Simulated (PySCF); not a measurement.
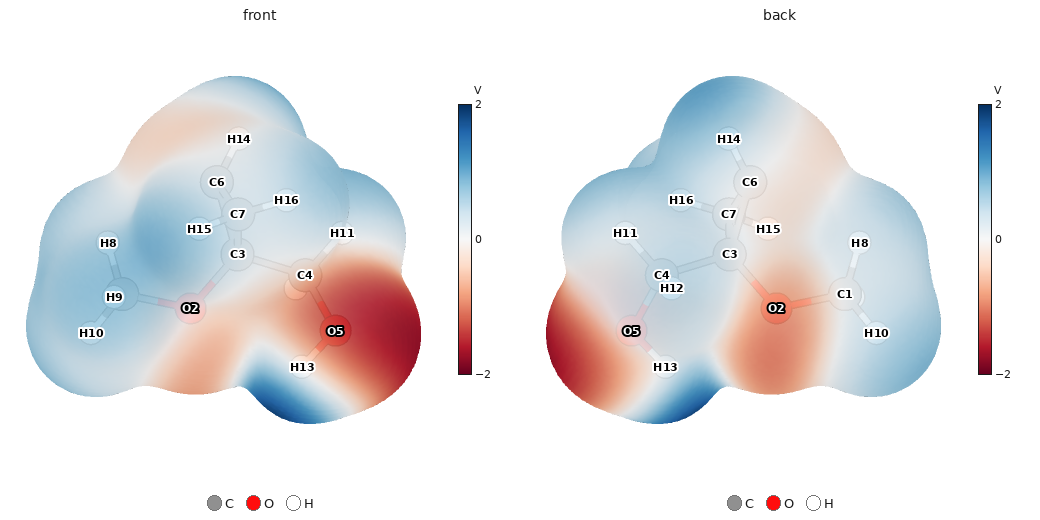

The picture shows: C$_{5}$H$_{9}$O$_{2}$ (doublet). The molecular electrostatic potential painted on the density surface at 0.002 e/bohr³, seen from the front and from behind; red is negative and blue positive.

Geometry: GFN2-xTB.

Theory: PySCF, UKS B3LYP, pcH-1 on C H O, non-relativistic, mean-field spin-orbit, GIAO.

```xyz
16

C     2.0050   -0.6453    0.2689
O     0.6485   -0.9935    0.1687
C    -0.2554    0.0802    0.1433
C    -1.6613   -0.4944    0.2748
O    -2.0130   -1.2431   -0.8594
C     0.0616    1.4039    0.6819
C    -0.0121    1.2798   -0.7776
H     2.1356    0.1588    1.0035
H     2.4121   -0.3152   -0.6933
H     2.5310   -1.5426    0.5906
H    -2.3940    0.3110    0.3519
H    -1.7071   -1.1132    1.1826
H    -1.3163   -1.8945   -1.0048
H    -0.5149    2.0302    1.3315
H     0.9063    1.2580   -1.3483
H    -0.8336    1.7288   -1.3255
```

Q: Where is the surface potential most negative and most positive?

A: The most negative region (about −1.7 V, or −39 kcal/mol for a unit charge) lies over O5, the most positive (about +1.7 V, or +39 kcal/mol for a unit charge) over H13. O5 is the likeliest acceptor of a hydrogen bond.
